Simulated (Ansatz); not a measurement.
Consider HF···CH$_{5}$N (SMILES F.CN).

Input

```
crystal:
  periodic: [false, false, false]
  atoms:
    - {symbol: F, position_ang: [0.101948, -0.050934, -2.482832]}
    - {symbol: H, position_ang: [-0.133948, 0.181898, -1.572540]}
    - {symbol: C, position_ang: [0.370800, -0.423286, 0.980053]}
    - {symbol: N, position_ang: [-0.446043, 0.477152, 0.170179]}
    - {symbol: H, position_ang: [0.231151, -0.298438, 2.058893]}
    - {symbol: H, position_ang: [1.422469, -0.259259, 0.743012]}
    - {symbol: H, position_ang: [0.133684, -1.453968, 0.714405]}
    - {symbol: H, position_ang: [-0.237651, 1.445122, 0.383267]}
    - {symbol: H, position_ang: [-1.431748, 0.338074, 0.356864]}
basis:
  gaussian: {orbitals: "def2-TZVPPD.json"}
hamiltonian: {xc: pbe0, dispersion: d4}
output: {orbitals: {seedname: orbitals}}
```

Launched as:

```sh
ansatz run in.yaml --threads 4 --pin off --events-out ev --progress --plain --max-ram 9574MiB
```

Geometry: rigid move from PBE0-D4/def2-TZVP.

The calculation used Ansatz, RKS PBE0-D4/def2-TZVPPD.

### What will maps of the electron density and electron localisation function show?

N4···H2 (1.79 Å): the density falls to about 0.3 e/Å³ on the way; the ELF dips to about 0.30 between them; a closed-shell contact with the geometry of a hydrogen bond.
C–N (1.46 Å): ρ is about 1.9 e/Å³ halfway; the ELF peaks at about 0.90 between the atoms (a shared electron pair).
F–H (0.97 Å): the density is about 4.3 e/Å³ at the midpoint; the ELF climbs to about 1 towards the hydrogen, as it does in any bond to H (an ordinary covalent bond to hydrogen).
C–H (1.09 Å): ρ at the midpoint is about 2 e/Å³; the ELF climbs to about 1 towards the hydrogen (an ordinary covalent bond to hydrogen).

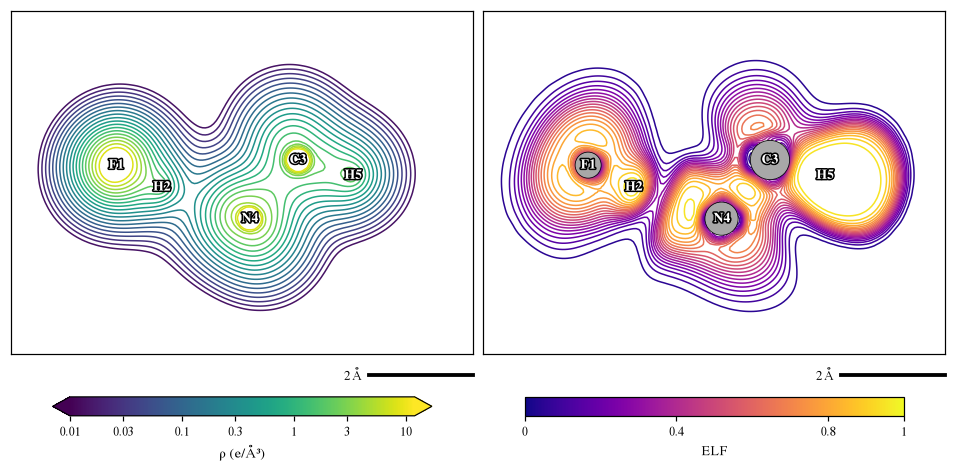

Computed electron density and electron localisation function on the plane of atoms N4, C3 and H5, in this order. Grey discs cover the atomic cores in the ELF map. 
